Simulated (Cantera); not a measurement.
Feed: 1 mol Zr, a varied amount of NH3, 1.9 mol H2, equilibrated at 2273 K and 0.00133 bar.

Cantera equilibrium calculation (NASA polynomials, part measured and part estimated; ideal gas, pure solids and liquids). Candidate condensed phases: Zr, ZrN; 11 gas species. Mutual solubility and eutectic melting of coexisting phases are not modelled. ZrN: taken at fixed stoichiometry. Condensed phases not in the tables: N, O or C dissolved in the metal. Equilibrium is a limit: real reactors are often held back by kinetics, nucleation or transport.

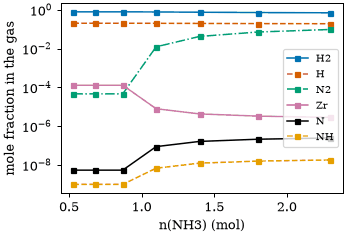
Equilibrium gas composition (values under 1e-9 drawn at 1e-9)

Task: Read off the mole fractions at 0.87 mol NH3.

Result: H2 about 0.79, H about 0.21, Zr about 0.00013, N2 about 4.7e-5.
